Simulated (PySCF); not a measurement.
GeI₃, SMILES [I][Ge]([I])[I], doublet at its B3LYP/def2-SVP optimised geometry (Å):

```
4

I     -1.7492     1.2102     0.0000
Ge    -0.8375    -1.2102     0.0000
I     -1.7465    -2.5203     2.0365
I      1.7492    -1.2102     0.0000
```

Computed with unrestricted B3LYP/def2-TZVP, def2 effective core potentials past Kr (PySCF 2.14.0). The core electrons that the potentials of I replace are not part of the density. Cells within 0.4 Å of a nucleus heavier than hydrogen are left out (blank, or x).

Map of the HOMO amplitude (α) (bohr^(-3/2)) on the plane z = 0.0 Å; orbital energy -6.68 eV, overall sign arbitrary:

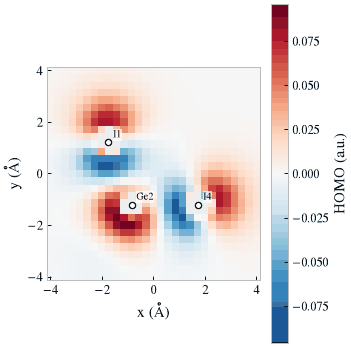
Figure. HOMO amplitude (α) (bohr^(-3/2)) on the plane z = 0.0 Å.
